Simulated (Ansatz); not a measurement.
# SiHCl₂F: nudged elastic band

- system: SiHCl₂F
- method: RKS PBE0-D4/cc-pVDZ (Ansatz 0.2.0)

It belongs to a series of runs on one base structure; here: band between the two ends. Figures and captions count atoms from 1; the log counts them from 0 in places.

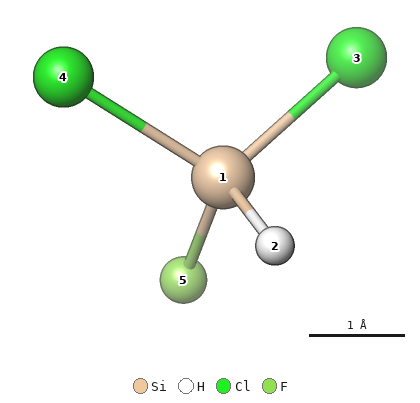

Figure 1. The input geometry (ball-and-stick view, seen at a tilt; atoms are numbered from 1 in the order of the input).

**Summary**

| quantity | value |
| --- | --- |
| outcome | converged |
| barrier, forward | 2.859 eV |
| barrier, backward | 0.680 eV |
| hardware | 1 thread of Arm Neoverse V1, 24 GiB of memory available, shared host |
| wall time | 4.1 min |
| peak memory | 0.15 GiB |

**Remarks**

The order of the saddle point was not checked.

**The input**
```yaml
crystal:
  periodic: [false, false, false]
  atoms:
    - { symbol: Si, position_ang: [0.187217, 0.032639, 0.261044] }
    - { symbol: H, position_ang: [-0.080991, -0.001632, 1.715055] }
    - { symbol: Cl, position_ang: [2.203441, 0.037045, -0.107367] }
    - { symbol: Cl, position_ang: [-0.687633, 1.672478, -0.602627] }
    - { symbol: F, position_ang: [-0.447033, -1.299829, -0.434506] }
basis:
  gaussian: { orbitals: cc-pVDZ }
hamiltonian:
  xc: pbe0
  dispersion: d4
neb:
  order_check: false
  images: 7
  f_tol: 0.05
  max_iterations: 60
  final_atoms:
    - { symbol: Si, position_ang: [-1.07430152, 0.20527546, 0.07288317] }
    - { symbol: H, position_ang: [1.76752927, -0.49227965, 1.99456983] }
    - { symbol: Cl, position_ang: [1.84767907, 0.26086599, 0.9446045] }
    - { symbol: Cl, position_ang: [-0.59157628, 1.64927411, -1.40199883] }
    - { symbol: F, position_ang: [-0.77432955, -1.18243493, -0.77845967] }
  initial_path:
    images:
      - { positions_ang: [[0.187217, 0.032639, 0.261044], [-0.080991, -0.001632, 1.715055], [2.203441, 0.037045, -0.107367], [-0.687633, 1.672478, -0.602627], [-0.447033, -1.299829, -0.434506]] }
      - { positions_ang: [[0.14046023, 0.02449666, 0.19570683], [0.1043715, -0.00113664, 1.66695736], [2.21857663, 0.02751489, 0.05732812], [-0.76594961, 1.68897496, -0.62993457], [-0.52245776, -1.29914887, -0.45845874]] }
      - { positions_ang: [[0.09370347, 0.01635433, 0.13036966], [0.28973401, -0.00064128, 1.61885971], [2.23371227, 0.01798478, 0.22202323], [-0.84426623, 1.70547192, -0.65724213], [-0.59788251, -1.29846874, -0.48241147]] }
      - { positions_ang: [[0.0469467, 0.00821199, 0.06503249], [0.47509651, -0.00014592, 1.57076207], [2.2488479, 0.00845467, 0.38671835], [-0.92258284, 1.72196888, -0.6845497], [-0.67330727, -1.29778861, -0.50636421]] }
      - { positions_ang: [[0.00018993, 6.965e-05, -0.00030468], [0.66045902, 0.00034943, 1.52266443], [2.26398354, -0.00107544, 0.55141346], [-1.00089945, 1.73846584, -0.71185726], [-0.74873203, -1.29710849, -0.53031695]] }
      - { positions_ang: [[-0.26843293, 0.0513711, 0.01799228], [0.93722658, -0.12280784, 1.64064078], [2.15990742, 0.06440992, 0.64971122], [-0.89856866, 1.71616791, -0.88439265], [-0.75513141, -1.2684401, -0.59235263]] }
      - { positions_ang: [[-0.5370558, 0.10267256, 0.03628924], [1.21399414, -0.24596511, 1.75861713], [2.05583131, 0.12989528, 0.74800898], [-0.79623787, 1.69386998, -1.05692805], [-0.76153079, -1.23977171, -0.65438831]] }
      - { positions_ang: [[-0.80567866, 0.15397401, 0.05458621], [1.49076171, -0.36912238, 1.87659348], [1.95175519, 0.19538064, 0.84630674], [-0.69390707, 1.67157205, -1.22946344], [-0.76793017, -1.21110332, -0.71642399]] }
      - { positions_ang: [[-1.07430152, 0.20527546, 0.07288317], [1.76752927, -0.49227965, 1.99456983], [1.84767907, 0.26086599, 0.9446045], [-0.59157628, 1.64927411, -1.40199883], [-0.77432955, -1.18243493, -0.77845967]] }
```

Run as:
```bash
ansatz run input.yaml --threads 1 --pin off --max-ram 2048MiB --backend cpu --events-out ev --progress --plain --runs-dir out
```

**The program's output**
```
Engine: ansatz 0.2.0, aarch64-unknown-linux-gnu
Functional definition: PBE0
  parameter a = 0.25
  parameter kappa = 0.804
  parameter beta = 0.06672455060314922
  exchange = (1 - a)*pbe_x(kappa = kappa, mu = beta*pi^2/3) + a*exact_x
  correlation = pbe_c(beta = beta)
804 factors; integrals over basis functions are off by at most 4.5e-4 eV
mean field evaluation 1: about -35644.9816 eV, gradient 2.9e1 eV
mean field evaluation 2: about -35643.2203 eV, gradient 4.5e1 eV
mean field evaluation 4: about -35646.3926 eV, gradient 9.2e-1 eV
mean field evaluation 8: about -35646.4157 eV, gradient 7.4e-3 eV
mean field -35646.41572250 eV, -1309.9816157933 hartree, gradient 3.9e-5 eV, S^2 0.000000; 0 other end points of the search recorded, 0 dependent functions left out
the calculation of the forces begins
reference -35646.41574328 eV, -1309.9816165573 hartree; 29, 29 occupied and 44, 44 virtual orbitals, 804 factors
807 factors; integrals over basis functions are off by at most 6.6e-4 eV
mean field evaluation 16: about -35644.1670 eV, gradient 4.7e0 eV
mean field -35644.24305578 eV, -1309.9017717642 hartree, gradient 3.9e-5 eV, S^2 0.000000; 0 other end points of the search recorded, 0 dependent functions left out
[... from here on the field's lines of each further geometry are left out, up to the last ...]
NEB iter   1: max|band force component| = 6.330e0 eV/Å  barrier→ = 4.1198 eV  barrier← = 1.9409 eV  Δτ_max = 0.1943 Å  (225 SCF iters)
NEB iter   2: max|band force component| = 2.763e0 eV/Å  barrier→ = 3.2426 eV  barrier← = 1.0637 eV  Δτ_max = 0.1911 Å  (220 SCF iters)
NEB iter   3: max|band force component| = 1.824e0 eV/Å  barrier→ = 2.9348 eV  barrier← = 0.7559 eV  Δτ_max = 0.2000 Å  (208 SCF iters)
NEB iter   4: max|band force component| = 2.749e0 eV/Å  barrier→ = 2.8977 eV  barrier← = 0.7188 eV  Δτ_max = 0.0997 Å  (215 SCF iters)
NEB iter   5: max|band force component| = 1.358e0 eV/Å  barrier→ = 2.7902 eV  barrier← = 0.6112 eV  Δτ_max = 0.1829 Å  (197 SCF iters)
NEB iter   6: max|band force component| = 4.334e0 eV/Å  barrier→ = 2.8925 eV  barrier← = 0.7136 eV  Δτ_max = 0.0971 Å  (201 SCF iters)
NEB iter   7: max|band force component| = 4.711e-1 eV/Å  barrier→ = 2.8676 eV  barrier← = 0.6886 eV  CI = image 3  Δτ_max = 0.0854 Å  (199 SCF iters)
NEB iter   8: max|band force component| = 2.406e-1 eV/Å  barrier→ = 2.8655 eV  barrier← = 0.6866 eV  CI = image 3  Δτ_max = 0.1465 Å  (197 SCF iters)
NEB iter   9: max|band force component| = 2.956e-1 eV/Å  barrier→ = 2.8603 eV  barrier← = 0.6814 eV  CI = image 3  Δτ_max = 0.0328 Å  (200 SCF iters)
NEB iter  10: max|band force component| = 7.161e-2 eV/Å  barrier→ = 2.8596 eV  barrier← = 0.6807 eV  CI = image 3  Δτ_max = 0.0231 Å  (204 SCF iters)
the calculation of the forces begins
reference -35644.23883206 eV, -1309.9016165455 hartree; 29, 29 occupied and 44, 44 virtual orbitals, 806 factors
806 factors; integrals over basis functions are off by at most 9.5e-4 eV
mean field -35643.55536389 eV, -1309.8764995532 hartree, gradient 2.0e-5 eV, S^2 0.000000; 1 other end points of the search recorded, 0 dependent functions left out
the calculation of the forces begins
reference -35643.55538486 eV, -1309.8765003240 hartree; 29, 29 occupied and 44, 44 virtual orbitals, 806 factors
NEB iter  11: max|band force component| = 1.884e-2 eV/Å  barrier→ = 2.8594 eV  barrier← = 0.6805 eV  CI = image 3  Δτ_max = 0.0000 Å  (355 SCF iters)
```

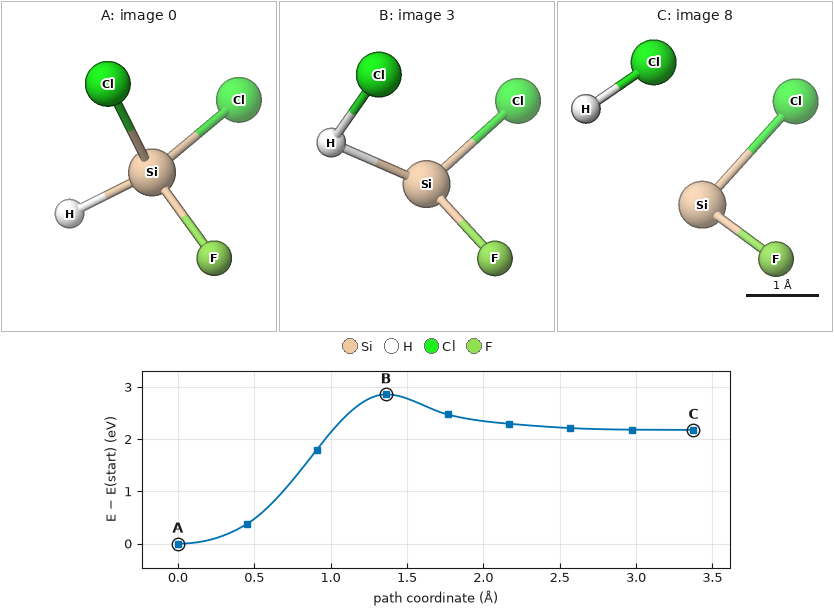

Figure 2. Images of the last band (counted from 0; ball-and-stick, seen at a tilt) above the energy along the path; the line is a cubic interpolation that uses the forces. The highest image is number 3, 2.859 eV above the start and 0.681 eV above the end (the climbing image); the end lies 2.179 eV above the start. The path is 3.38 Å long. The band converged in 11 iterations.

```
Total energy: -35643.67636729 eV, -1309.8809463463 hartree
Atom 0 at    -0.373755     0.015596     0.351448 Å, force     0.000377     0.001243     0.009222 eV/Å
Atom 1 at     0.837041    -0.037960     1.444505 Å, force    -0.006755    -0.003796     0.000385 eV/Å
Atom 2 at     2.112413     0.053668     0.472301 Å, force     0.005790     0.000333    -0.003900 eV/Å
Atom 3 at    -0.795351     1.677938    -0.798818 Å, force    -0.001526     0.002037    -0.004681 eV/Å
Atom 4 at    -0.605346    -1.268541    -0.637838 Å, force     0.002113     0.000182    -0.001026 eV/Å
Dipole moment:    -0.244076     0.049199     0.286109 e Å
this run last wrote the band of iteration 11 to [file]
```

**The last band as extended XYZ (Å, eV, eV/Å)**
```
5
Properties=species:S:1:pos:R:3:forces:R:3 image=0 energy=-35646.53578
Si    0.1872    0.0326    0.2610   -0.0085  -0.0280  -0.0211
H    -0.0810   -0.0016    1.7151   -0.0010   0.0000   0.0019
Cl    2.2034    0.0370   -0.1074   -0.0024   0.0040   0.0014
Cl   -0.6876    1.6725   -0.6026    0.0028   0.0013   0.0018
F    -0.4470   -1.2998   -0.4345    0.0091   0.0227   0.0160
5
Properties=species:S:1:pos:R:3:forces:R:3 image=1 energy=-35646.15281
Si    0.0996    0.0342    0.2357    0.8437   0.0329  -0.1419
H     0.2395   -0.0372    1.6937   -1.3276   0.0125   0.4133
Cl    2.1637    0.0530    0.1222    0.2176  -0.0049  -0.8638
Cl   -0.7605    1.6446   -0.7031    0.0949  -0.0644   0.3002
F    -0.5672   -1.2538   -0.5168    0.1713   0.0238   0.2922
5
Properties=species:S:1:pos:R:3:forces:R:3 image=2 energy=-35644.73596
Si   -0.1014    0.0288    0.2738    2.3336   0.1167  -0.6073
H     0.5608   -0.0449    1.5937   -2.2686  -0.0888   1.2321
Cl    2.1149    0.0588    0.3165    0.0387   0.0613  -1.4514
Cl   -0.7913    1.6596   -0.7629   -0.0526  -0.1425   0.4068
F    -0.6080   -1.2616   -0.5895   -0.0510   0.0533   0.4199
5
Properties=species:S:1:pos:R:3:forces:R:3 image=3 energy=-35643.67635
Si   -0.3738    0.0156    0.3514    0.0004   0.0012   0.0092
H     0.8370   -0.0380    1.4445   -0.0068  -0.0038   0.0004
Cl    2.1124    0.0537    0.4723    0.0058   0.0003  -0.0039
Cl   -0.7954    1.6779   -0.7988   -0.0015   0.0020  -0.0047
F    -0.6053   -1.2685   -0.6378    0.0021   0.0002  -0.0010
5
Properties=species:S:1:pos:R:3:forces:R:3 image=4 energy=-35644.06095
Si   -0.6368   -0.0035    0.3741   -0.5653  -0.0361   0.0356
H     1.1014   -0.0361    1.4196    0.5505   0.0104  -0.0461
Cl    2.1500    0.0478    0.5853    0.0801  -0.0123   0.2607
Cl   -0.8143    1.6859   -0.8493   -0.0289   0.0067  -0.1229
F    -0.6253   -1.2534   -0.6980   -0.0364   0.0314  -0.1273
5
Properties=species:S:1:pos:R:3:forces:R:3 image=5 energy=-35644.23883
Si   -0.8201    0.0064    0.2835   -0.1049  -0.0233  -0.0425
H     1.3054   -0.0465    1.6492    0.1779  -0.0055   0.1174
Cl    2.1740    0.0206    0.6865    0.0118   0.0006   0.0351
Cl   -0.8015    1.6874   -0.9827   -0.0350   0.0061  -0.0579
F    -0.6829   -1.2272   -0.8049   -0.0498   0.0221  -0.0520
5
Properties=species:S:1:pos:R:3:forces:R:3 image=6 energy=-35644.32201
Si   -0.9097    0.0355    0.1773   -0.0263   0.0011  -0.0357
H     1.5093   -0.0737    1.9235    0.1033  -0.0057   0.0885
Cl    2.0519   -0.0066    0.7522   -0.0415   0.0027  -0.0026
Cl   -0.7546    1.6942   -1.1259   -0.0137  -0.0066  -0.0212
F    -0.7218   -1.2087   -0.8954   -0.0218   0.0084  -0.0290
5
Properties=species:S:1:pos:R:3:forces:R:3 image=7 energy=-35644.35202
Si   -1.0155    0.1149    0.0983   -0.0068  -0.0114  -0.0211
H     1.7146   -0.2529    2.0720    0.0151  -0.0040   0.0014
Cl    1.9348    0.0740    0.8399   -0.0063   0.0054   0.0063
Cl   -0.6894    1.6901   -1.2819    0.0035  -0.0009   0.0016
F    -0.7694   -1.1854   -0.8967   -0.0055   0.0110   0.0118
5
Properties=species:S:1:pos:R:3:forces:R:3 image=8 energy=-35644.35686
Si   -1.0743    0.2053    0.0729   -0.0045  -0.0021   0.0183
H     1.7675   -0.4923    1.9946    0.0028   0.0123  -0.0292
Cl    1.8477    0.2609    0.9446   -0.0036  -0.0121   0.0296
Cl   -0.5916    1.6493   -1.4020    0.0040   0.0089  -0.0148
F    -0.7743   -1.1824   -0.7785    0.0012  -0.0070  -0.0039
```
